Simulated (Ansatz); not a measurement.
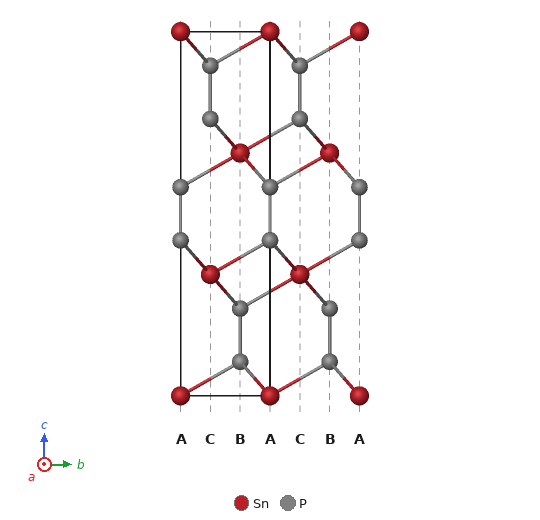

The picture looks along a close-packed row of the hexagonal mesh; c points upwards. The dashed lines mark the three columns A (0, 0), B (1/3, 2/3) and C (2/3, 1/3). The sequence starts with the first layer at or above the cell's origin.

SnP2. Coordinates: coordinates from a relaxation with DFT PBE, scalar-relativistic, plane waves, PAW (Ansatz 0.2.0); the starting structure was generated, so it need not be a known form of this composition.

List the layers of one repeat.

Answer. Sn(A) – P(B) – P(B) – Sn(C) – P(A) – P(A) – Sn(B) – P(C) – P(C) (nine layers in 14.52 Å).

How are the P layers alone stacked?

Answer. P layers alone: BBAACC, a sequence in which some neighbouring layers lie directly above each other.

Which positions between or in the P layers do the other atoms fill?

Answer. Sn: three octahedral sites in each hexagonal cell. Three of the six gaps between P layers are empty, 2.12 Å wide.
